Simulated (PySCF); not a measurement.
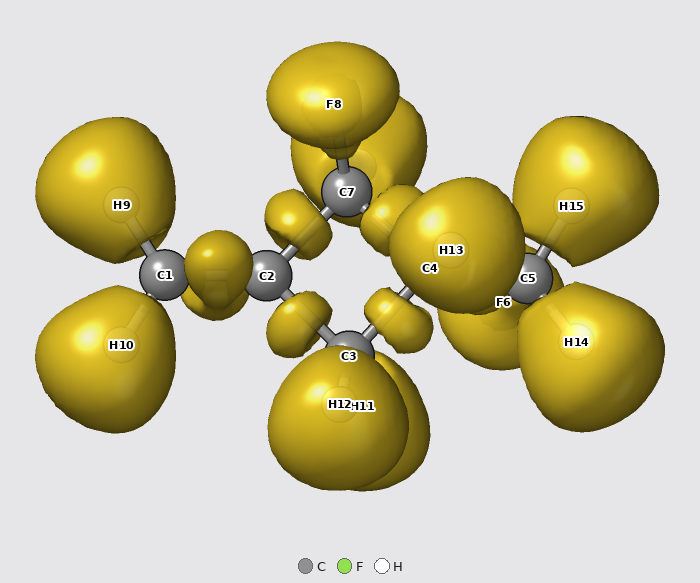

The picture shows: C₆H₈F₂. Isosurface of the electron localisation function at 0.75 (yellow), seen across its widest extent. Only the valence region is drawn (cores and ρ < 0.01 e/Å³ removed).

Geometry: GFN2-xTB.

All numbers below come from PBE0/pcSseg-1, SCF density, gas phase, non-relativistic (PySCF 2.14.0).

Input file:

```
{"job": {"kind": "nmr", "xc": "PBE0", "basis": "pcSseg-1"}, "charge": 0, "multiplicity": 1}
C     -2.560575     0.219907    -0.079970
C     -1.254007     0.099541     0.009676
C     -0.317937    -0.809246     0.763703
C      0.828975     0.179812     0.459251
C      2.110310    -0.396754    -0.113033
F      1.836115    -1.214314    -1.183807
C     -0.102973     0.914655    -0.525235
F     -0.183568     2.276324    -0.355997
H     -3.014841     1.008287    -0.655355
H     -3.223108    -0.461523     0.426270
H     -0.182496    -1.772498     0.273123
H     -0.551225    -0.970558     1.813853
H      1.072891     0.815953     1.310505
H      2.631736    -1.013969     0.626179
H      2.773762     0.392533    -0.481329
H      0.129345     0.740794    -1.581149
```

Launched as:

```sh
OMP_NUM_THREADS=1 python probes_run.py task.json out
```

Describe the localisation domains.

At this value the surface marks out six regions between bonded C–C atoms (shared pairs), eight regions around hydrogen nuclei and two regions on F in which the atom's valence shell and bonds are merged. Along the contacts the grid gives the following. C–C (1.32 Å): the ELF peaks at about 0.95 between the atoms; a multiple bond. C–F (1.37 Å): the ELF peaks at about 0.85 between the atoms (a polar covalent bond).
